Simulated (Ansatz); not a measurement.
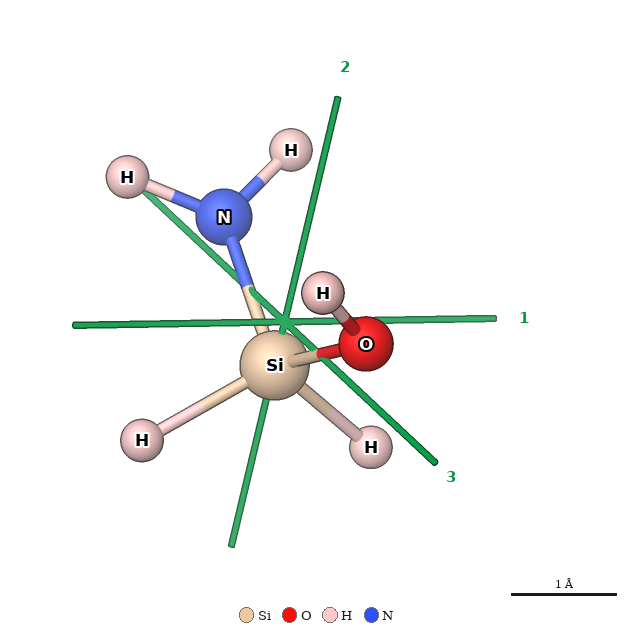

The three principal axes of inertia are drawn and numbered. Atoms fade into the background with distance from the viewer. Computed geometry: PBE0-D4/def2-TZVP optimisation. Masses are those of the most abundant isotopes; constants are for the rigid equilibrium geometry.

### Which line is the a axis (least moment of inertia), which b and which c?

a is line 3, b is line 2, c is line 1; the moments are 21.9, 75.2, 87.3 u Å².

### Classify the rotor and give the rotational constants (GHz).

An asymmetric top (C1): A = 23.1, B = 6.72, C = 5.79 GHz. Ray's parameter κ is −0.89, close to the prolate limit.
